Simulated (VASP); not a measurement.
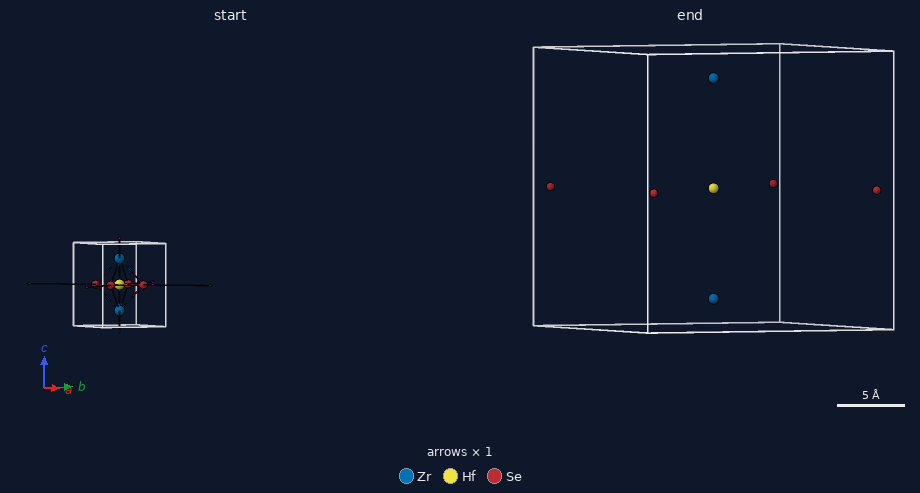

The structure of solid HfZr2Se4 (a generated structure, set up in P4/mmm) before (left) and after (right) a relaxation, at one scale. The purple arrows give the displacements (the part carried along by the change of the cell is left out), at their true length.

Style: ball-and-stick. Shown: the cell of the calculation, from a free direction.

The run lets cell and atoms move.

The calculation used Kohn-Sham DFT of a periodic cell, PBE, VASP PAW PBE potentials, recommended in VASP.

Input file:
```
ALGO = Fast
EDIFF = 1E-4
EDIFFG = -0.08
ENCUT = 520
GGA = PE
IBRION = 2
ISIF = 3
ISMEAR = 0
LASPH = T
LCHARG = F
LREAL = F
LWAVE = F
NELM = 60
NSW = 24
PREC = Normal
SIGMA = 0.15
```

Run as
```bash
cat potpaw_PBE.64/Zr_sv/POTCAR potpaw_PBE.64/Hf_pv/POTCAR potpaw_PBE.64/Se/POTCAR > POTCAR
mpirun -np 1 vasp_std > vasp.out
```

What changed between the two?

Answer. The run was cut off at its time limit before the relaxation converged, so the last structure is only a point on the way. After 14 geometry steps the energy has risen by 836237 meV per atom. The largest force component goes from 17 to 95 eV/Å. Pressure: 89.28 GPa at the start and 19.91 GPa at the end. The largest moves relative to the cell, 5.57 Å, are those of Se atoms. By element the largest moves are Se 5.57 Å, Zr 1.74 Å. Hf stays in place. Cell: a = b 5.236 → 20.479 Å (+291.1 %), c 6.280 → 21.032 Å (+234.9 %). Volume +5022.5 %. Some distances before and after: Se–Se 2.726 → 18.542 Å, Se–Zr 2.755 → 15.535 Å, Hf–Se 1.928 → 13.112 Å, Hf–Zr 1.969 → 8.333 Å. Bonds break, among them: Hf–Se (1.93 → 13.11 Å), Hf–Zr (1.97 → 8.33 Å), Se–Zr (2.76 → 15.54 Å), Zr–Zr (2.34 → 4.37 Å). The space group stays P4/mmm (No. 123). The run ends above its starting energy, so the optimiser went astray. The volume changes by over a tenth within one run on a fixed set of plane waves, so the end point should be relaxed again from the new cell.

Limits of the set-up: layers or molecules are held without a dispersion correction, so their spacing is unreliable.
